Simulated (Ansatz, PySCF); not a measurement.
Breaking the Cd1–H2 bond in CdH3N (SMILES [NH2][CdH]) (multiplicity 1 held, fragments rigid). Energies count from the point at 1.656 Å.
Geometry at that point (charge 0, multiplicity 1):
```xyz
5

Cd    -0.193    -0.041    -0.227
H     -1.209    -0.236    -1.520
N      1.162     0.268     1.250
H      1.499    -0.576     1.699
H      0.850     0.890     1.987
```

Restricted levels (R-, RO-) in cc, def2 and unpolarised 6-31G sets keep to the state of the molecule at rest. Unrestricted levels (U-) break spin symmetry where that is lower. Active spaces are followed from a long bond inwards. Curves can end on different states.

Correlated levels freeze the cores. Rows in 3-21G carry no dispersion term and start afresh at each structure; the Pople sets are all-electron and without relativity.

The values were computed with Ansatz (Gaussian basis) for Hartree–Fock, density functionals and correlated methods; PySCF for 3-21G rows. Each number belongs to the level named beside it. In def2 rows elements past Kr take small-core potentials, without spin–orbit coupling.

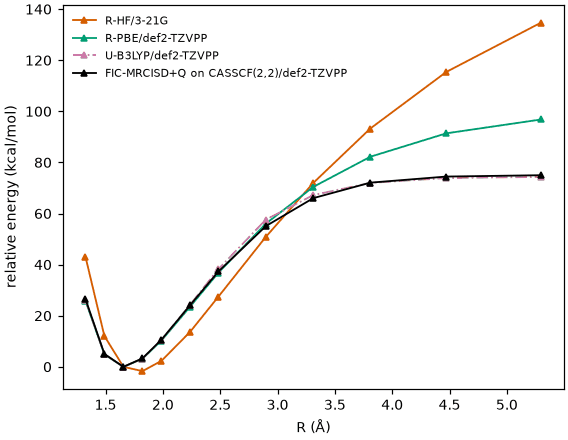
Fig. 1. Relative energy along the coordinate

Task: Read off the R-HF/3-21G curve at R = 2.484.

Result: about 27 kcal/mol

Doubts at one or more of the structures used: a restricted determinant that unrestricted orbitals would lower (R-HF/3-21G, R-PBE/def2-TZVPP); a spin-contaminated determinant (U-B3LYP/def2-TZVPP).

Ansatz is an electronic-structure program.
